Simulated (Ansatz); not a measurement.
# Calculations on CH8FNSi

### Relaxation

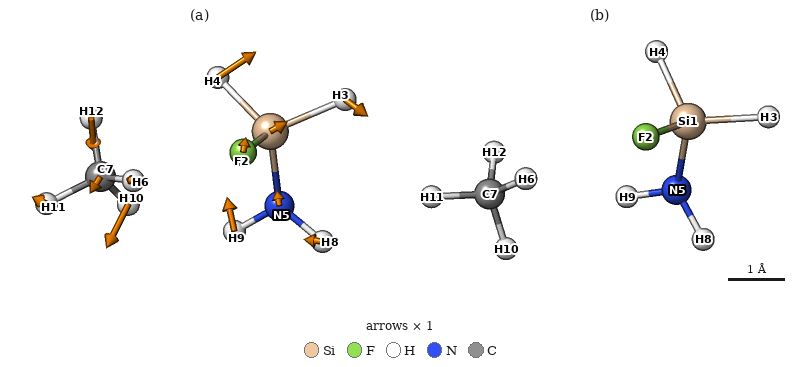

The structure of CH8FNSi before (left) and after (right) a relaxation, at one scale. The orange arrows give the displacements, at their true length.

A ball-and-stick model, seen from a free direction.

The run prepares an end point of a later path (reaction) calculation, from a guessed geometry.

Level of theory: RKS BLYP-D4/def2-SVP (Ansatz).

The input:
```yaml
crystal:
  periodic: [false, false, false]
  atoms:
    - { symbol: Si, position_ang: [-1.285756, -0.474886, 0.450852] }
    - { symbol: F, position_ang: [-0.752946, -1.725114, -0.516793] }
    - { symbol: H, position_ang: [-2.553307, -1.001897, 1.033146] }
    - { symbol: H, position_ang: [-1.508458, 0.726436, -0.391955] }
    - { symbol: "N", position_ang: [-0.241198, -0.079487, 1.766175] }
    - { symbol: H, position_ang: [0.849552, -0.481484, -1.314434] }
    - { symbol: C, position_ang: [1.17063, 0.556178, -1.302753] }
    - { symbol: H, position_ang: [-0.172965, -0.716933, 2.563723] }
    - { symbol: H, position_ang: [0.624447, 0.445083, 1.618145] }
    - { symbol: H, position_ang: [1.321696, 0.906697, -0.26602] }
    - { symbol: H, position_ang: [2.132533, 0.651252, -1.844097] }
    - { symbol: H, position_ang: [0.415773, 1.194155, -1.79599] }
basis:
  gaussian: { orbitals: def2-SVP }
hamiltonian:
  xc: blyp
  dispersion: d4
relax:
  f_tol: 0.03
  max_steps: 50
```

Command:
```bash
ansatz run input.yaml --threads 2 --pin off --max-ram 3072MiB --backend cpu --events-out ev --progress --plain --runs-dir out
```

**Summarise the run.**

H10 moves most after the best rigid fit: 0.99 Å. Largest moves by element: H 0.99 Å, Si 0.38 Å, C 0.38 Å, N 0.30 Å, F 0.29 Å. Near-neighbour distances that change, for instance: H6–C7 1.086 → 1.105 Å, Si1–F2 1.668 → 1.655 Å, Si1–H4 1.484 → 1.493 Å. Among the angles between lasting bonds that change: F2–Si1–H4 109.0° → 106.3°, F2–Si1–H3 103.5° → 105.9°. The energy falls by 14.8 kJ/mol in 15 geometry steps. Largest force component: 0.64 eV/Å at the start, 0.014 eV/Å at the end.

### Relaxation

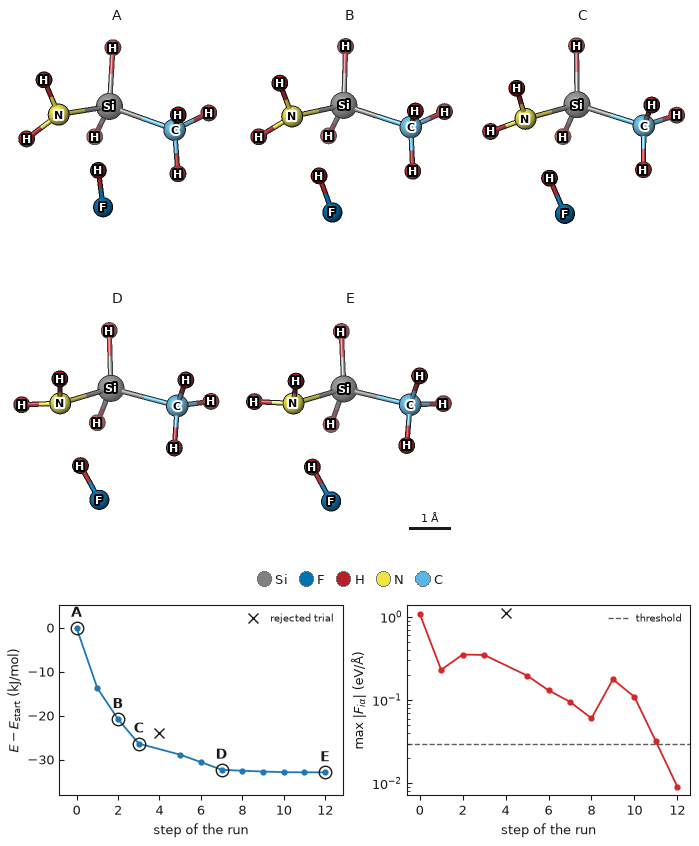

Frames of a relaxation of CH8FNSi, marked on the history of the run. The picture is a ball-and-stick view, seen at a tilt.

The run prepares an end point of a later path (reaction) calculation, from a guessed geometry.

Method: RKS BLYP-D4/def2-SVP in Ansatz.

Input
```yaml
crystal:
  periodic: [false, false, false]
  atoms:
    - { symbol: Si, position_ang: [-0.82077, 0.44663, 0.105133] }
    - { symbol: F, position_ang: [0.902223, -1.954154, -0.322689] }
    - { symbol: H, position_ang: [-2.020225, -0.330856, -0.339694] }
    - { symbol: H, position_ang: [-1.256103, 1.811193, 0.564025] }
    - { symbol: "N", position_ang: [-0.04081, -0.367202, 1.492037] }
    - { symbol: H, position_ang: [0.921838, -1.19541, 0.23465] }
    - { symbol: C, position_ang: [0.456526, 0.615621, -1.256562] }
    - { symbol: H, position_ang: [-0.47432, -1.253053, 1.807175] }
    - { symbol: H, position_ang: [0.139864, 0.221928, 2.31703] }
    - { symbol: H, position_ang: [1.426023, 0.931824, -0.819251] }
    - { symbol: H, position_ang: [0.613056, -0.328492, -1.803151] }
    - { symbol: H, position_ang: [0.152699, 1.401973, -1.978704] }
basis:
  gaussian: { orbitals: def2-SVP }
hamiltonian:
  xc: blyp
  dispersion: d4
relax:
  f_tol: 0.03
  max_steps: 50
```

Run as
```bash
ansatz run input.yaml --threads 2 --pin off --max-ram 3072MiB --backend cpu --events-out ev --progress --plain --runs-dir out
```

### Describe the path.

Over 11 accepted moves (12 points after the start) the energy falls by 32.9 kJ/mol. Largest force component: 1.1 eV/Å at the start, 0.0091 eV/Å at the end. The line search rejected the trial step at point 4 of the run. H9 moves most after the best rigid fit: 0.77 Å. By element the largest moves are H 0.77 Å, F 0.32 Å, C 0.22 Å, N 0.16 Å, Si 0.05 Å. Some distances before and after: F2–H6 0.942 → 0.976 Å, Si1–N5 1.787 → 1.798 Å, N5–H8 1.035 → 1.028 Å, Si1–C7 1.875 → 1.881 Å. Among the angles between lasting bonds that change: Si1–C7–H11 112.3° → 107.0°, H3–Si1–N5 110.1° → 105.2°, H4–Si1–N5 107.6° → 112.1°. Groups turn about Si1–N5 by about 50°, Si1–C7 by about 25°. Cost: 22 s on 2 threads of Intel(R) Xeon(R) Platinum 8488C (Sapphire Rapids), on a shared host, peak memory 0.17 GiB. From step 0 to 2: H6 moves most (0.35 Å), energy −20.8 kJ/mol. From step 2 to 3: H9 moves most (0.20 Å), energy −5.56 kJ/mol. From step 3 to 7: H9 moves most (0.34 Å), energy −5.96 kJ/mol. From step 7 to 12: H11 moves most (0.13 Å), energy −0.59 kJ/mol.

### Path

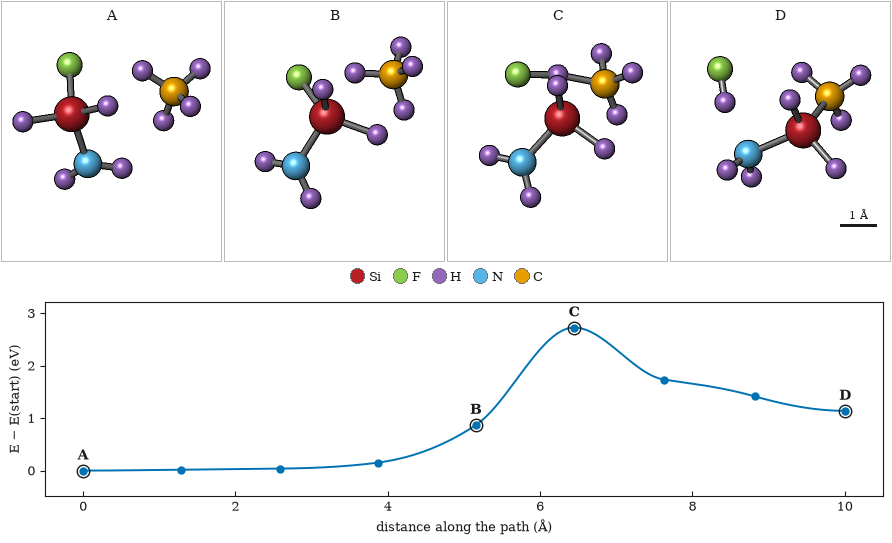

A nudged-elastic-band calculation for CH₈FNSi, made up at the start of SiNH4F and CH4. Images are numbered from 0 (start) to 8 (end). Frames A to D are images 0, 4, 5, 8. Style: ball-and-stick. Shown from a free direction.

Method: RKS BLYP-D4/def2-SVP (Ansatz). Run with 7 movable images; climbing image; force threshold 0.05 eV/Å; iteration limit 60; starting path through a guess of the saddle point.

> Read off the barrier and say what moves.

Forward barrier 2.73 eV, backward barrier 1.59 eV, with image 5 at the top; the reaction energy is +1.14 eV. Breaking: C–H (1.10 → 2.98 Å), F–Si (1.66 → 3.22 Å). Forming: F–H (2.43 → 0.98 Å), C–Si (3.84 → 1.88 Å). The band converged in 17 iterations, with a climbing image at the top.

Limits of the set-up: the start holds two separate molecules, 2.4 Å apart at their closest, whose relative position is a soft coordinate.

Cost: 2.9 min on 2 threads of Intel(R) Xeon(R) Platinum 8488C (Sapphire Rapids) (shared host), peak memory 0.15 GiB.
